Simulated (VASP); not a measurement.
Band structure of SrCl2 (fluorite). Method: PW91 GGA, VASP's PBE PAW potentials (set 64) (plane waves; VASP).

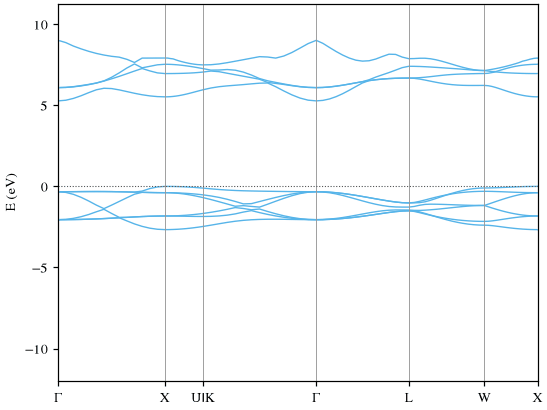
Fig. 1. Bands along high-symmetry lines, zero at the valence-band maximum or, without a gap, the Fermi level

Problem. Read the plot: is there a gap, and where are the band edges?

Solution. The gap is indirect, 5.27 eV, from the valence maximum at X to the conduction minimum at Γ. (Edges off the drawn lines would not show.)

Measured: gap 7.50 eV (computed value off by -2.23 eV), as given by Andrés Aguado et al., Journal of the Physical Society of Japan (1999), arXiv:cond-mat/9901145.

The compound is SrCl2 in the fluorite structure. It was relaxed first.
